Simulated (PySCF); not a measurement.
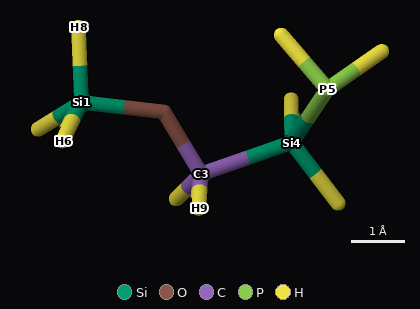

*The input geometry (stick view, seen at a tilt; atoms are numbered from 1 in the order of the input).*

Bond lengths as drawn: C–H 1.07 to 1.09 Å, C–O 1.42 Å, C–Si 1.89 Å, H–P 1.37 to 1.40 Å, H–Si 1.45 to 1.50 Å, O–Si 1.62 Å and P–Si 2.24 Å.

Run report: CH9OPSi2, geometry relaxation

CH9OPSi2, computed with PBE0-D3(BJ)/def2-SVP geometry optimisation, gas phase (PySCF 2.14.0).

**Output**
```
step   0  E = -1038.20822817  max force = 0.025294
step   1  E = -1038.21684193  max force = 0.004795
step   2  E = -1038.21737098  max force = 0.002907
step   3  E = -1038.21751240  max force = 0.001632
step   4  E = -1038.21756639  max force = 0.000824
step   5  E = -1038.21758776  max force = 0.000368
step   6  E = -1038.21760347  max force = 0.000532
step   7  E = -1038.21762261  max force = 0.001111
step   8  E = -1038.21762748  max force = 0.001521
step   9  E = -1038.21763422  max force = 0.001034
step  10  E = -1038.21764432  max force = 0.000226
optimisation converged
```

**Trajectory as extended XYZ (Å, eV, eV/Å), 11 frames, from step=0 to step=10**
```
14
Properties=species:S:1:pos:R:3:forces:R:3 step=0 energy=-28251.08487
Si    1.8319    1.4495   -0.6877   -0.3427   1.0145  -0.2388
O     0.7183    0.4245   -0.1007   -1.0063  -1.0349   0.5141
C    -0.2312   -0.3608   -0.8111    1.1629   0.0711   0.9283
Si   -1.0409   -1.4137    0.5275   -0.7290   0.3978  -0.4159
P    -1.9454    0.0709    1.9372   -1.2576   0.1766  -0.7229
H     1.1534    2.5988   -1.3788    0.1460   0.0316   0.0176
H     2.7096    0.8074   -1.6497    0.6332  -0.3730  -0.5269
H     2.4809    1.8524    0.5469    0.6404   0.4345   0.3889
H    -0.9131    0.2954   -1.3183   -0.9040   0.4260  -0.6125
H     0.3007   -0.9668   -1.5430    0.0159  -0.4278  -0.5311
H    -0.0775   -2.3231    1.1102    0.6691  -0.5327   0.3468
H    -2.1486   -2.2030   -0.0667   -0.1806  -0.1774  -0.0671
H    -0.7476    0.5520    2.3883    1.3007   0.5163   0.3998
H    -2.0977   -0.7985    3.0182   -0.1480  -0.5227   0.5198
14
Properties=species:S:1:pos:R:3:forces:R:3 step=1 energy=-28251.31926
Si    1.6341    1.5439   -0.8469    0.0647  -0.0701  -0.0999
O     0.4963    0.4762   -0.2539    0.1578   0.1288   0.1445
C    -0.4313   -0.2779   -0.9964   -0.2230   0.1294  -0.2444
Si   -1.3833   -1.3532    0.2483    0.2068  -0.1305   0.1392
P    -2.3344    0.0976    1.6983    0.1848   0.0712   0.2373
H     0.9839    2.6923   -1.5513   -0.0328  -0.0162  -0.0094
H     2.5575    0.8548   -1.8097   -0.0780   0.0194   0.0304
H     2.4242    2.0494    0.3123   -0.1058  -0.0661   0.0008
H    -1.1501    0.3757   -1.5439    0.1720  -0.1043   0.0789
H     0.0655   -0.9120   -1.7588   -0.0105   0.0211   0.0386
H    -0.4076   -2.3088    0.8745   -0.1125   0.0667  -0.0115
H    -2.4583   -2.1450   -0.4241   -0.0109   0.0254  -0.0570
H    -1.0638    0.5861    2.1746   -0.2466  -0.1509  -0.1091
H    -2.4954   -0.8468    2.7682    0.0340   0.0759  -0.1383
14
Properties=species:S:1:pos:R:3:forces:R:3 step=2 energy=-28251.33365
Si    1.6385    1.5450   -0.8707    0.0203   0.0050  -0.0481
O     0.5139    0.4916   -0.2379    0.0522   0.0151   0.1495
C    -0.4163   -0.2635   -0.9778   -0.0821   0.0272  -0.0918
Si   -1.3767   -1.3432    0.2593    0.0454  -0.0233  -0.0033
P    -2.3402    0.0952    1.7137    0.0250   0.0408   0.0320
H     0.9679    2.6745   -1.5873   -0.0036  -0.0070  -0.0150
H     2.5439    0.8375   -1.8309   -0.0181   0.0030  -0.0097
H     2.4232    2.0626    0.2813   -0.0125  -0.0006   0.0091
H    -1.1220    0.3913   -1.5288    0.0105  -0.0303   0.0090
H     0.0819   -0.8986   -1.7365    0.0045  -0.0198   0.0029
H    -0.4296   -2.3123    0.8935   -0.0210   0.0145   0.0115
H    -2.4478   -2.1132   -0.4462    0.0016   0.0108  -0.0283
H    -1.0752    0.5377    2.2104   -0.0238  -0.0238  -0.0054
H    -2.5242   -0.8723    2.7491    0.0016  -0.0117  -0.0124
14
Properties=species:S:1:pos:R:3:forces:R:3 step=3 energy=-28251.33750
Si    1.6421    1.5466   -0.8880    0.0036   0.0357  -0.0346
O     0.5297    0.5044   -0.2168   -0.0335  -0.0517   0.0839
C    -0.4020   -0.2517   -0.9593    0.0204  -0.0106  -0.0082
Si   -1.3752   -1.3336    0.2640   -0.0242   0.0208  -0.0351
P    -2.3430    0.0930    1.7288   -0.0292   0.0099  -0.0321
H     0.9540    2.6527   -1.6251    0.0056  -0.0004  -0.0056
H     2.5321    0.8198   -1.8464    0.0093  -0.0042  -0.0095
H     2.4328    2.0923    0.2460    0.0133   0.0122  -0.0007
H    -1.1022    0.4016   -1.5146   -0.0325   0.0130  -0.0162
H     0.0976   -0.8909   -1.7141    0.0111  -0.0087   0.0008
H    -0.4517   -2.3176    0.9045    0.0145  -0.0097   0.0108
H    -2.4413   -2.0814   -0.4738    0.0035   0.0032  -0.0006
H    -1.0802    0.4961    2.2529    0.0489   0.0133   0.0292
H    -2.5554   -0.8993    2.7329   -0.0109  -0.0229   0.0178
14
Properties=species:S:1:pos:R:3:forces:R:3 step=4 energy=-28251.33897
Si    1.6427    1.5478   -0.9005    0.0024   0.0317  -0.0201
O     0.5405    0.5121   -0.1990   -0.0356  -0.0423   0.0324
C    -0.3897   -0.2444   -0.9453    0.0372  -0.0081   0.0110
Si   -1.3766   -1.3258    0.2653   -0.0316   0.0217  -0.0221
P    -2.3418    0.0920    1.7414   -0.0133   0.0000  -0.0287
H     0.9419    2.6330   -1.6566    0.0020  -0.0004   0.0026
H     2.5260    0.8060   -1.8540    0.0111  -0.0052   0.0004
H     2.4403    2.1224    0.2145    0.0131   0.0079  -0.0038
H    -1.0863    0.4097   -1.5048   -0.0280   0.0109  -0.0179
H     0.1131   -0.8855   -1.6967    0.0054  -0.0019   0.0006
H    -0.4700   -2.3240    0.9081    0.0169  -0.0106  -0.0006
H    -2.4408   -2.0547   -0.4940   -0.0023  -0.0027   0.0126
H    -1.0787    0.4620    2.2910    0.0332   0.0101   0.0229
H    -2.5832   -0.9185    2.7217   -0.0105  -0.0111   0.0107
14
Properties=species:S:1:pos:R:3:forces:R:3 step=5 energy=-28251.33955
Si    1.6415    1.5489   -0.9053    0.0012   0.0128  -0.0071
O     0.5446    0.5139   -0.1905   -0.0169  -0.0189  -0.0024
C    -0.3833   -0.2428   -0.9403    0.0117   0.0043   0.0054
Si   -1.3792   -1.3217    0.2643   -0.0127   0.0070  -0.0008
P    -2.3349    0.0949    1.7479    0.0115   0.0010  -0.0086
H     0.9331    2.6212   -1.6726   -0.0015  -0.0005   0.0037
H     2.5265    0.8003   -1.8523    0.0051  -0.0021   0.0049
H     2.4407    2.1417    0.1994    0.0043   0.0009  -0.0021
H    -1.0785    0.4113   -1.5031   -0.0055   0.0006  -0.0088
H     0.1217   -0.8853   -1.6894    0.0047   0.0030   0.0033
H    -0.4802   -2.3294    0.9050    0.0074  -0.0044  -0.0075
H    -2.4469   -2.0398   -0.5000   -0.0054  -0.0027   0.0126
H    -1.0700    0.4424    2.3121    0.0031  -0.0003   0.0075
H    -2.5976   -0.9233    2.7158   -0.0071  -0.0007  -0.0002
14
Properties=species:S:1:pos:R:3:forces:R:3 step=6 energy=-28251.33998
Si    1.6385    1.5498   -0.9071   -0.0019  -0.0056   0.0082
O     0.5454    0.5122   -0.1870    0.0098   0.0077  -0.0220
C    -0.3795   -0.2447   -0.9402   -0.0201   0.0116  -0.0052
Si   -1.3823   -1.3190    0.2627    0.0064  -0.0074   0.0137
P    -2.3210    0.1021    1.7525    0.0274   0.0039   0.0076
H     0.9241    2.6115   -1.6831   -0.0027  -0.0010   0.0015
H     2.5308    0.7990   -1.8459   -0.0014   0.0012   0.0044
H     2.4340    2.1568    0.1930   -0.0037  -0.0039   0.0003
H    -1.0731    0.4095   -1.5064    0.0113  -0.0087  -0.0007
H     0.1278   -0.8884   -1.6866    0.0044   0.0038   0.0054
H    -0.4887   -2.3357    0.8984   -0.0016   0.0016  -0.0099
H    -2.4583   -2.0275   -0.4984   -0.0067  -0.0008   0.0081
H    -1.0536    0.4256    2.3279   -0.0175  -0.0078  -0.0038
H    -2.6067   -0.9192    2.7113   -0.0038   0.0054  -0.0076
14
Properties=species:S:1:pos:R:3:forces:R:3 step=7 energy=-28251.34050
Si    1.6317    1.5516   -0.9085   -0.0086  -0.0278   0.0302
O     0.5447    0.5068   -0.1861    0.0426   0.0398  -0.0441
C    -0.3753   -0.2513   -0.9441   -0.0571   0.0153  -0.0151
Si   -1.3876   -1.3151    0.2604    0.0272  -0.0236   0.0258
P    -2.2877    0.1196    1.7600    0.0382   0.0068   0.0224
H     0.9078    2.5961   -1.6984   -0.0020  -0.0011  -0.0032
H     2.5412    0.8021   -1.8320   -0.0086   0.0051   0.0000
H     2.4142    2.1797    0.1893   -0.0118  -0.0083   0.0033
H    -1.0652    0.4022   -1.5169    0.0270  -0.0169   0.0086
H     0.1359   -0.8981   -1.6852    0.0048   0.0035   0.0079
H    -0.5041   -2.3483    0.8849   -0.0110   0.0081  -0.0092
H    -2.4832   -2.0053   -0.4890   -0.0065   0.0027   0.0001
H    -1.0163    0.3948    2.3529   -0.0344  -0.0136  -0.0137
H    -2.6187   -0.9026    2.7038    0.0004   0.0098  -0.0129
14
Properties=species:S:1:pos:R:3:forces:R:3 step=8 energy=-28251.34063
Si    1.6202    1.5547   -0.9102   -0.0166  -0.0436   0.0499
O     0.5427    0.4964   -0.1907    0.0661   0.0639  -0.0604
C    -0.3714   -0.2645   -0.9534   -0.0782   0.0133  -0.0172
Si   -1.3947   -1.3099    0.2585    0.0400  -0.0343   0.0288
P    -2.2286    0.1489    1.7713    0.0345   0.0070   0.0279
H     0.8839    2.5760   -1.7184    0.0006  -0.0003  -0.0077
H     2.5574    0.8138   -1.8124   -0.0132   0.0075  -0.0066
H     2.3775    2.2090    0.1901   -0.0157  -0.0103   0.0051
H    -1.0551    0.3869   -1.5362    0.0329  -0.0197   0.0152
H     0.1453   -0.9171   -1.6852    0.0041   0.0019   0.0092
H    -0.5288   -2.3688    0.8651   -0.0163   0.0128  -0.0047
H    -2.5229   -1.9698   -0.4695   -0.0040   0.0060  -0.0088
H    -0.9545    0.3440    2.3894   -0.0387  -0.0138  -0.0174
H    -2.6335   -0.8673    2.6927    0.0047   0.0097  -0.0133
14
Properties=species:S:1:pos:R:3:forces:R:3 step=9 energy=-28251.34082
Si    1.6142    1.5572   -0.9103   -0.0169  -0.0343   0.0408
O     0.5412    0.4900   -0.1994    0.0500   0.0501  -0.0467
C    -0.3722   -0.2736   -0.9608   -0.0532   0.0053  -0.0071
Si   -1.3965   -1.3090    0.2593    0.0292  -0.0241   0.0158
P    -2.1962    0.1645    1.7754    0.0175   0.0059   0.0189
H     0.8744    2.5734   -1.7219    0.0024   0.0010  -0.0068
H     2.5641    0.8268   -1.8074   -0.0097   0.0056  -0.0081
H     2.3571    2.2149    0.1975   -0.0108  -0.0069   0.0037
H    -1.0532    0.3756   -1.5482    0.0206  -0.0122   0.0117
H     0.1465   -0.9298   -1.6876    0.0017  -0.0008   0.0058
H    -0.5392   -2.3790    0.8579   -0.0107   0.0098  -0.0002
H    -2.5414   -1.9544   -0.4558   -0.0011   0.0053  -0.0100
H    -0.9233    0.3196    2.4047   -0.0224  -0.0089  -0.0097
H    -2.6380   -0.8440    2.6877    0.0035   0.0042  -0.0081
14
Properties=species:S:1:pos:R:3:forces:R:3 step=10 energy=-28251.34109
Si    1.6112    1.5606   -0.9108   -0.0070  -0.0042   0.0085
O     0.5411    0.4865   -0.2117    0.0028   0.0062  -0.0105
C    -0.3749   -0.2806   -0.9668    0.0057  -0.0069   0.0116
Si   -1.3942   -1.3104    0.2625   -0.0013   0.0023  -0.0072
P    -2.1795    0.1726    1.7768   -0.0053   0.0032  -0.0011
H     0.8723    2.5839   -1.7149    0.0023   0.0020  -0.0009
H     2.5634    0.8432   -1.8155   -0.0006   0.0007  -0.0047
H     2.3478    2.2067    0.2074    0.0009   0.0010   0.0001
H    -1.0556    0.3655   -1.5559   -0.0054   0.0025   0.0002
H     0.1436   -0.9401   -1.6905   -0.0019  -0.0032  -0.0017
H    -0.5411   -2.3833    0.8593    0.0024   0.0010   0.0035
H    -2.5466   -1.9495   -0.4466    0.0018   0.0010  -0.0038
H    -0.9095    0.3077    2.4130    0.0070  -0.0015   0.0054
H    -2.6406   -0.8305    2.6848   -0.0013  -0.0041   0.0007
```

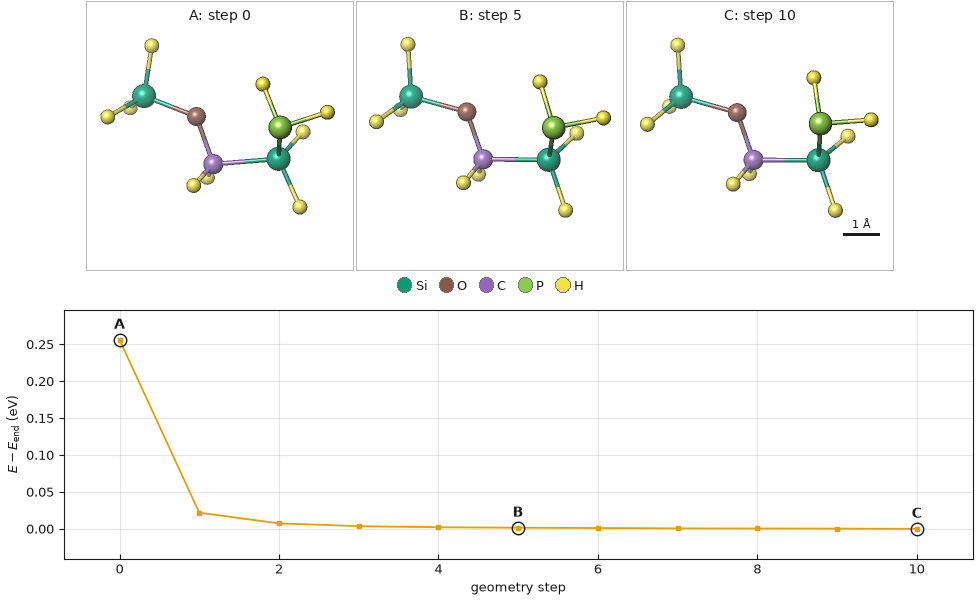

*Frames of the relaxation (ball-and-stick view, seen at a tilt) above the curves, on which the letters mark them (steps are counted from 0).*

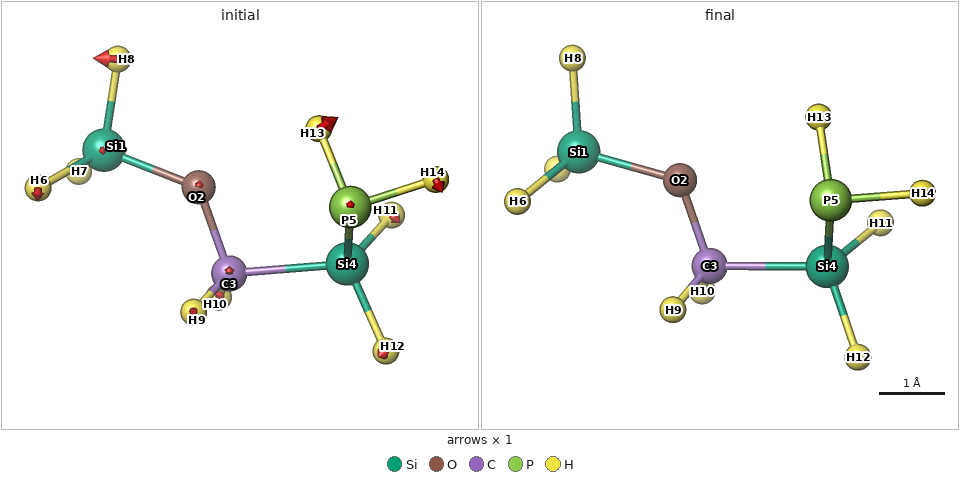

*Before (left) and after (right) the relaxation, at one scale (ball-and-stick view, seen at a tilt). The red arrows give the displacements, at true length.*

The atom that moves furthest after the best rigid fit is H8 (0.40 Å). Largest moves by element: H 0.40 Å, C 0.12 Å, O 0.11 Å, P 0.11 Å, Si 0.09 Å. Distances before and after: P5–H13 1.367 → 1.427 Å, Si1–O2 1.623 → 1.670 Å, Si1–H7 1.452 → 1.497 Å, Si1–H8 1.452 → 1.487 Å. Among the angles that change: O2–Si1–H8 100.0° → 106.4°, Si1–O2–C3 128.8° → 122.7°, Si4–C3–H9 113.8° → 109.3°. After 10 geometry steps the energy has fallen by 0.256 eV. Largest force component: 1.3 eV/Å at the start, 0.012 eV/Å at the end. (Atoms are counted from 1 in the order of the input.)

This output came from the following input.

**Input file**
```
{"job": {"xc": "PBE0", "basis": "def2-SVP", "d3": "d3bj", "grid": 1, "shake": 0.01, "kind": "geom"}, "charge": 0, "multiplicity": 1}
Si     1.831920     1.449470    -0.687670
O      0.718280     0.424500    -0.100720
C     -0.231180    -0.360800    -0.811140
Si    -1.040900    -1.413720     0.527480
P     -1.945390     0.070950     1.937180
H      1.153410     2.598770    -1.378790
H      2.709640     0.807400    -1.649740
H      2.480940     1.852380     0.546880
H     -0.913090     0.295450    -1.318260
H      0.300680    -0.966830    -1.543010
H     -0.077540    -2.323090     1.110230
H     -2.148600    -2.203010    -0.066660
H     -0.747630     0.551960     2.388290
H     -2.097700    -0.798530     3.018240
```

The first line tells a small driver script what to run in PySCF; the rest is the geometry in Å.

Run as:
```bash
OMP_NUM_THREADS=1 python <driver script> task.json out
```

**Summary**

| quantity | value |
| --- | --- |
| outcome | converged |
| total energy | −1038.217644 hartree |
| dipole moment | 1.21 D |
| point group | C1 |
| hardware | 1 CPU thread, shared host |
| wall time | 1.8 min |
| peak memory | 0.51 GiB |
